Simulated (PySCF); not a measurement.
**N2H3 (hydrazinyl radical) at U-revPBE/def2-TZVP**

What is the energy change on altering one bond length of N2H3 (hydrazinyl radical) at U-revPBE/def2-TZVP? Input form: a Python script.

Program for the calculation: PySCF 2.14.0.

1 further run of the same task is left out (set aside as unsound or not needed).

**1. The molecule**

N2H3: 5 atoms, total charge 0, spin state doublet. As SMILES, `[NH]N`. The shape is that of a PBE0-D4/def2-TZVP optimisation. This is one conformer, not always the lowest.

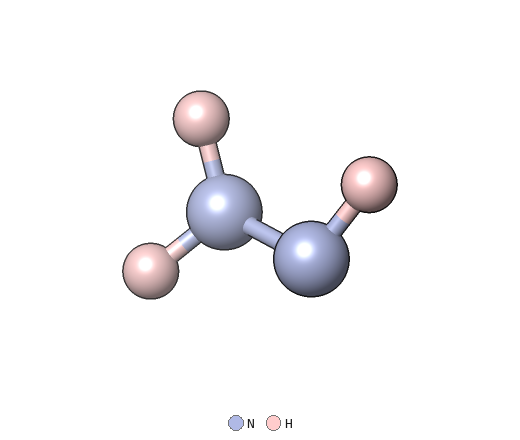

The structure, seen from a chosen angle (nitrogen light blue, hydrogen pink).

**2. The energy at U-revPBE/def2-TZVP**

The input, calc.py:

```python
from pyscf import gto, dft

mol = gto.M(
    atom='''
N   -0.187600  -0.818050   0.454040
N   -0.128660   0.235610  -0.368450
H    0.759840  -0.951450   0.811270
H   -1.030950   0.592300  -0.640030
H    0.587360   0.941580  -0.256830
''',
    basis='def2-tzvp',
    charge=0,
    verbose=3,
    spin=1,
    max_memory=1860,
)

myscf = dft.UKS(mol, xc='revpbe')
myscf.grids.level = 5
myscf.conv_tol = 1e-10
myscf.kernel()
if not myscf.converged:
    myscf = myscf.newton().run(myscf.mo_coeff, myscf.mo_occ)

etot = myscf.e_tot
print('E = %.10f Eh' % etot)
```

Command:

```
$ OMP_NUM_THREADS=1 python calc.py
```

The log of the run:

```text
WARN: HOMO -0.165008751435234 >= LUMO -0.165008751435231

converged SCF energy = -111.249168631905  <S^2> = 0.75266505  2S+1 = 2.0026633
E = -111.2491686319 Eh
```

Wall time 14 s (1 thread of Arm Neoverse V2, shared host); peak memory 0.39 GiB.

**3. The distorted shape**

The input, run.py:

```python
from pyscf import gto, dft

system = gto.M(
    atom='''
N     -0.387931    -2.143288     1.324341
N     -0.243132     0.445238    -0.696270
H      1.402472    -2.395377     1.999408
H     -1.948213     1.119285    -1.209481
H      1.109950     1.779328    -0.485338
''',
    max_memory=1860,
    verbose=3,
    basis='def2-tzvp',
    spin=1,
    unit='bohr',
)

ks = dft.UKS(system)
ks.xc = 'revpbe'
ks.grids.level = 5
ks.conv_tol = 1e-10
ks.kernel()
if not ks.converged:
    ks = ks.newton().run(ks.mo_coeff, ks.mo_occ)

e_final = ks.e_tot
print('Final energy', e_final)
```

Command:

```
$ OMP_NUM_THREADS=1 python run.py
```

The log of the run:

```text
converged SCF energy = -111.194299754783  <S^2> = 0.75352215  2S+1 = 2.0035191
Final energy -111.19429975478342
```

Wall time 14 s (1 thread of Arm Neoverse V2, shared host); peak memory 0.39 GiB.

**4. Summary of results**

Level: U-revPBE/def2-TZVP.

```
                                                         quantity          value
                                        first shape: total energy  -111.24917 Eh
                                       first shape: dipole moment         2.65 D
                  first shape: HOMO energy (highest over α and β)       -3.72 eV
                   first shape: LUMO energy (lowest over α and β)       -1.91 eV
                                                first shape: ⟨S²⟩          0.753
                                    distorted shape: total energy  -111.19430 Eh
                                   distorted shape: dipole moment         2.15 D
              distorted shape: HOMO energy (highest over α and β)       -5.34 eV
               distorted shape: LUMO energy (lowest over α and β)       -3.44 eV
                                            distorted shape: ⟨S²⟩          0.754
energy change with the N1–N2 bond stretched from 1.338 to 1.739 Å       1.493 eV
```

**Reading.** With the N1–N2 bond stretched from 1.338 to 1.739 Å the energy rises by 1.49 eV (34 kcal/mol). The first shape isn't relaxed at this level, so the change isn't measured from a minimum.
